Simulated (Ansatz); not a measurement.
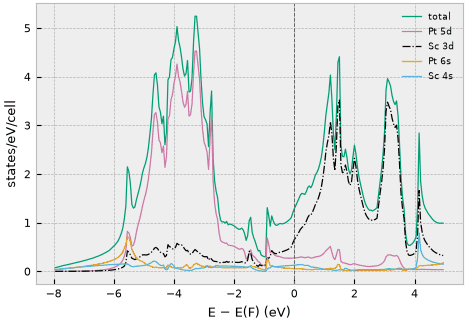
Fig. 1. Total and projected density of states of ScPt (CsCl type, Pm-3m), the program Ansatz at the PBEsol level (PAW)

**Question.** Which orbitals carry the states next to the Fermi level?

**Answer.** Within 0.5 eV of the Fermi level: Sc 3d 52 %, Pt 5d 22 %, Sc 4s 9 %, outside the projected shells 12 %. Projections are on Löwdin-orthogonalised atomic valence shells; empty p or d shells of many metals are not among them.

**Question.** Where is the tallest occupied peak in this window, and what makes it?

**Answer.** Near -3.3 eV, about 5.2 states/eV per cell; the largest projected share is Pt 5d.

The workflow started from a Materials Project entry (that database holds measured and hypothetical structures alike); the Crystallography Open Database files this formula in space group No. 221, but the cells were not matched. Its standing as an ambient phase is unchecked. Symmetry was held in the PBEsol relaxation; of distortions, only those at the zone centre were tested. No spin polarisation was allowed. Spin–orbit coupling is left out wherever it is not named.

Potentials: the later of the program's two PAW sets.
